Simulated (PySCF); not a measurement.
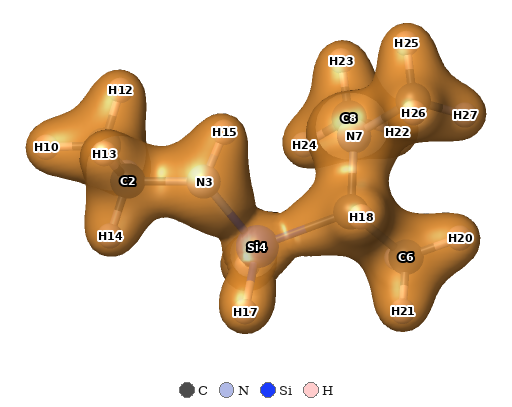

*C₆H₁₈N₂Si. Isosurface of the total electron density at 0.5 e/Å³ (orange), seen across its widest extent.*

Geometry: GFN2-xTB.

Method: PBE0/pcSseg-1, SCF density, gas phase, non-relativistic in PySCF.

The calculation's input:

```
{"job": {"kind": "nmr", "xc": "PBE0", "basis": "pcSseg-1"}, "charge": 0, "multiplicity": 1}
C      3.209866    -0.912845    -1.177752
C      3.072695     0.026208     0.019348
N      1.711504     0.169266     0.467126
Si     0.618683     1.325374    -0.157630
C     -1.053722     0.869663     0.643752
C     -2.208344     1.642472     0.004901
N     -1.215194    -0.580255     0.684758
C     -1.449645    -1.191375    -0.603932
C     -2.178561    -1.037150     1.663223
H      4.247140    -0.973741    -1.496878
H      2.606851    -0.545656    -2.004200
H      2.866129    -1.911152    -0.915813
H      3.688048    -0.347243     0.846542
H      3.434394     1.019326    -0.252845
H      1.317343    -0.702779     0.791517
H      0.498554     1.396491    -1.629534
H      1.053989     2.659118     0.279766
H     -0.997153     1.182300     1.692028
H     -2.279283     1.433330    -1.059871
H     -3.162793     1.398545     0.470763
H     -2.032542     2.708279     0.126440
H     -2.447865    -0.978333    -1.015315
H     -1.352139    -2.274022    -0.500833
H     -0.700123    -0.842445    -1.311293
H     -2.110315    -2.123254     1.743107
H     -1.938104    -0.603739     2.633152
H     -3.219307    -0.779960     1.412468
```

Launched as:

```sh
OMP_NUM_THREADS=1 python probes_run.py task.json out
```

Q: How is the density connected at this value?

A: At this value the surface is in one piece. It bridges the sampled C–N (1.44 Å), C–C (1.53 Å), Si–N (1.71 Å) and C–Si (1.91 Å) contacts, where the density stays above the isovalue. On the grid the lowest density along these lines, outside the cores, is 1.9 e/Å³ (C–N, 1.44 Å), 1.7 e/Å³ (C–C, 1.53 Å), 0.94 e/Å³ (Si–N, 1.71 Å) and 0.79 e/Å³ (C–Si, 1.91 Å).
